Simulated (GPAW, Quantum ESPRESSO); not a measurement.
Consider CuAu (P4/mmm).

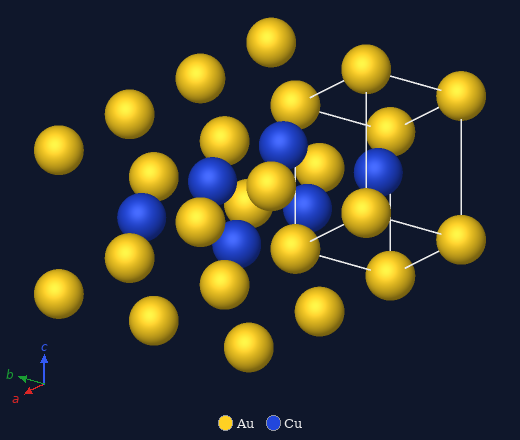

The structure (gold yellow, copper blue). 3×2×1 cells are drawn. Some periodic images of atoms are drawn too.

```xyz
2
Lattice="2.8107 0.0000 0.0000 0.0000 2.8107 0.0000 0.0000 0.0000 3.6850" Properties=species:S:1:pos:R:3 pbc="T T T"
Au    0.0000    0.0000    0.0000
Cu    1.4054    1.4054    1.8425
```

Absorber: atom 2, with 8 Au at 2.71 Å and 4 Cu at 2.81 Å (distorted cuboctahedral, site symmetry 4/mmm). Method: Quantum ESPRESSO XSpectra, PBE, excited-electron core hole (neutral cell), 16-atom cell with 6.7 Å between holes, 5×5×5 k points, dipole transitions, Lorentzian half width 0.78 eV up to 4 eV, rising linearly to 1.75 eV at 25 eV (not a setting of the program: the run's 0.4 eV curve was folded afterwards with a further Lorentzian), without spin-orbit coupling.

The database entry behind the starting cell is an old determination (1936), so it need not match the best structure at ambient conditions.

**Question.** Where do the maxima of the Cu K edge fall?

Main maxima up to 30 eV above the zero (height): 10.8 eV (1.50) and 19.2 eV (1.17). A K edge sees empty p states on the absorber. The total-energy difference is 9013.93 eV. One term is added: -29.93 eV, since the hole is spin-paired here and a spin-polarised one costs that much less in the free atom (computed apart). The photon energy is then 8984.00 eV. The tabulated edge of the element is 8979 eV. The functional leaves an error of a few eV in such absolute values.

The Cu K spectrum (energy from the energy zero of the input (xe0, at the border of filled and empty states); intensity scaled to a mean of 1 over the first 20 eV; folded afterwards to Lorentzian half width 0.78 eV up to 4 eV, rising linearly to 1.75 eV at 25 eV; the points at xe0, where the cut of filled states can leave a spike, are interpolated; polarised curves are means over the symmetry-equivalent atoms):

| E (eV) | isotropic | ε ⊥ c | ε ∥ c |
| --- | --- | --- | --- |
| -2.0 | 0.09 | 0.09 | 0.09 |
| -0.5 | 0.20 | 0.21 | 0.17 |
| 1.0 | 0.42 | 0.44 | 0.38 |
| 2.5 | 0.47 | 0.47 | 0.47 |
| 4.0 | 0.58 | 0.57 | 0.59 |
| 5.5 | 0.75 | 0.75 | 0.76 |
| 7.0 | 0.91 | 0.94 | 0.86 |
| 8.5 | 1.29 | 1.33 | 1.22 |
| 10.0 | 1.44 | 1.45 | 1.44 |
| 11.5 | 1.45 | 1.41 | 1.53 |
| 13.0 | 1.31 | 1.26 | 1.42 |
| 14.5 | 1.15 | 1.12 | 1.21 |
| 16.0 | 1.07 | 1.09 | 1.04 |
| 17.5 | 1.11 | 1.13 | 1.06 |
| 19.0 | 1.17 | 1.18 | 1.16 |
| 20.5 | 1.10 | 1.09 | 1.13 |
| 22.0 | 0.98 | 0.97 | 1.01 |
| 23.5 | 0.89 | 0.88 | 0.90 |
| 25.0 | 0.81 | 0.83 | 0.76 |
| 26.5 | 0.79 | 0.83 | 0.71 |
| 28.0 | 0.82 | 0.86 | 0.73 |
| 29.5 | 0.88 | 0.91 | 0.82 |
| 31.0 | 1.00 | 1.02 | 0.97 |

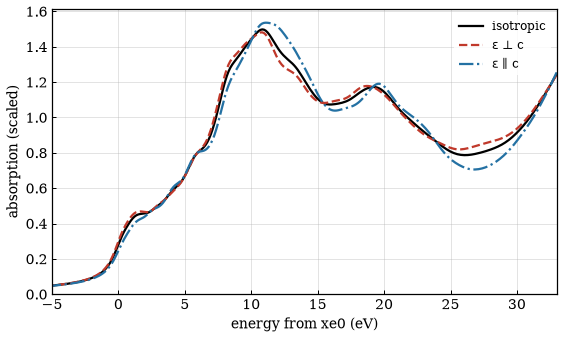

The Cu K edge.

The structure is a published determination, not relaxed.

[Banner, clock and machine lines of the logs are left out without a mark of their own.]

[Logs are printed without paths, hosts, clocks, repeated set-up lines and the standing remarks that a program may print on its own settings, such as how far it seeks lower states.]

[Hosts, paths, dates, database ids (printed as entryN), source tags and the programs' standing remarks are cut or masked in the printed files.]

[Lists of maxima count a maximum above −3 eV only where it reaches 4 % of the highest in the window and stands out from its surroundings by 2 % of it (1.5 % where it reaches 55 %); shoulders and weaker maxima are passed over, and of the rest the first, up to two pre-edge ones and the few strongest are named.]
